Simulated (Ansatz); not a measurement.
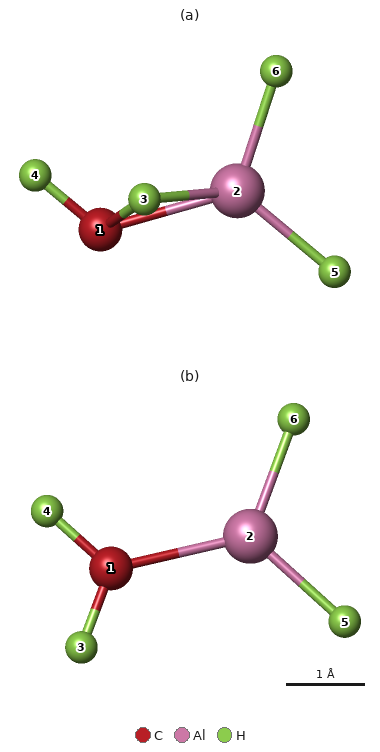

The structure of CH$_{4}$Al (charge −1) before (top) and after (bottom) a relaxation, at one scale.

The picture is a ball-and-stick view, seen face on.

It is one of the separated reactants of a reaction.

These are results of RKS PBE-D4/def2-SVPD (Ansatz 0.2.0), not measurements.

Input
```yaml
crystal:
  periodic: [false, false, false]
  atoms:
    - {symbol: C, position_ang: [-0.110336, -1.011914, 0.028661]}
    - {symbol: Al, position_ang: [0.088497, 0.813085, -0.023363]}
    - {symbol: H, position_ang: [0.980227, -0.403580, 0.163572]}
    - {symbol: H, position_ang: [-0.029009, -1.611492, 0.938696]}
    - {symbol: H, position_ang: [-0.033157, 1.707186, -1.381870]}
    - {symbol: H, position_ang: [0.408290, 1.734185, 1.283916]}
basis:
  gaussian: {orbitals: def2-SVPD}
total_charge: -1
hamiltonian: {xc: pbe, dispersion: d4}
relax: {f_tol: 0.03, max_steps: 250}
```

Launched with:
```bash
ansatz run in.yaml --threads 2 --pin off --events-out ev --progress --plain --max-ram 4352MiB
```

### Summarise the run.

H3 moves most after the best rigid fit: 1.45 Å. Largest moves by element: H 1.45 Å, C 0.50 Å, Al 0.27 Å. Near-neighbour distances that change, for instance: Al2–H3 1.520 → 2.642 Å, C1–H3 1.256 → 1.109 Å, C1–Al2 1.837 → 1.855 Å, C1–H4 1.093 → 1.109 Å. Bonds break: Al2–H3 (1.52 → 2.64 Å). Bond angles that change, for instance: Al2–C1–H3 55.1° → 124.2°, H3–C1–H4 96.4° → 111.7°. After 11 geometry steps the energy has fallen by 44.3 kcal/mol. Largest force component: 2.9 eV/Å at the start, 0.0039 eV/Å at the end.
